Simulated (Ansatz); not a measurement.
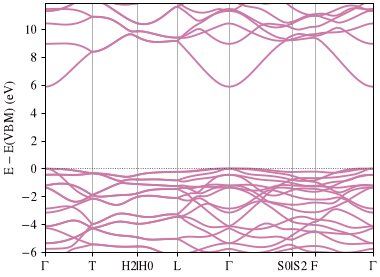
*Band structure from PBE (plane waves, PAW; program Ansatz)*

### Question
Read off the gap and where the band edges lie.

### Answer
About 5.9 eV (5.86 eV by a search for the band edges); maximum at Γ, minimum at Γ.

The material is Al$_{2}$O$_{3}$ (corundum, R-3c).

Symmetry was held in the PBE relaxation.

Potentials: the earlier of the program's two PAW sets.
